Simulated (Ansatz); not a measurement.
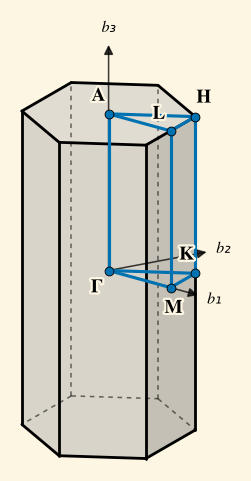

The first Brillouin zone and its special points. Crystal: Si3N4, coordinates from a relaxation with DFT, PBE, plane waves, PAW in Ansatz 0.2.0. Geometry calculated from the standardised cell; symmetry tolerance 0.002 Å.

Space group P6₃/m, No. 176; a = 7.664 Å, b = 7.664 Å, c = 2.926 Å, α = 90.00°, β = 90.00°, γ = 120.00°.

Labels and path follow the convention of Hinuma et al. (2017), as computed by seekpath; the arrows show the directions of the reciprocal primitive vectors b₁, b₂, b₃, in which coordinates are given; lengths include the factor 2π.

### List the special points with their coordinates and distances from Γ.

```
point   k₁   k₂   k₃  length of k (1/Å)
    Γ    0    0    0              0.000
    A    0    0  1/2              1.074
    K  1/3  1/3    0              0.547
    H  1/3  1/3  1/2              1.205
    M  1/2    0    0              0.473
    L  1/2    0  1/2              1.173
```

### What is the zone's volume?

(2π)³ over the primitive cell's volume of 148.85 Å³: 1.67 Å⁻³.
